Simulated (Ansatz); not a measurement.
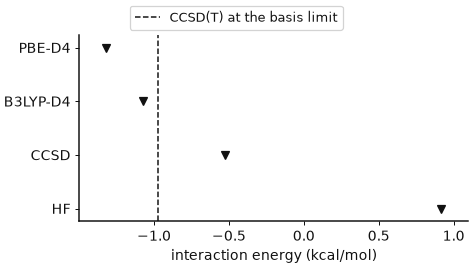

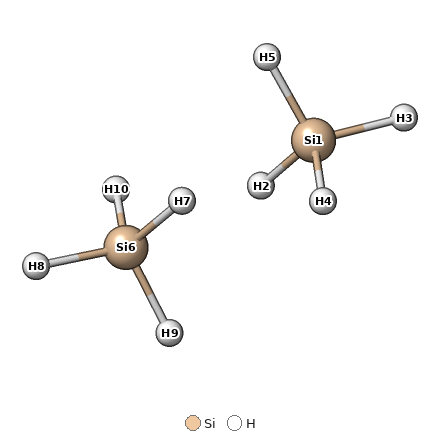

Counterpoise interaction energy of the pair H₄Si and H₄Si at one optimised PBE0-D4 geometry, drawn, with the closest contact H4···Si6 3.26 Å and its like (H···H pairs aside; other arrangements can bind more strongly; the cost of deforming the partners isn't counted), def2-TZVPPD, the Ansatz code; cores frozen in correlated methods. The line takes HF and MP2 limits from def2-TZVPPD and QZVPPD, and the coupled-cluster step in TZVPPD. The distance of CCSD to the limit includes basis error.

Question: Which level comes closest to the line (CCSD(T) at the basis limit), and which misses most?

Answer: Closest B3LYP-D4 (−1.07 kcal/mol), against −0.97 kcal/mol; farthest HF (0.92 kcal/mol).

Question: Give the values.

Answer:
| level | kcal/mol | less CCSD(T) at the basis limit |
| --- | --- | --- |
| PBE-D4 | −1.32 | −0.35 |
| B3LYP-D4 | −1.07 | −0.10 |
| CCSD | −0.53 | 0.45 |
| HF | 0.92 | 1.89 |
| CCSD(T) at the basis limit | −0.97 | 0.00 |
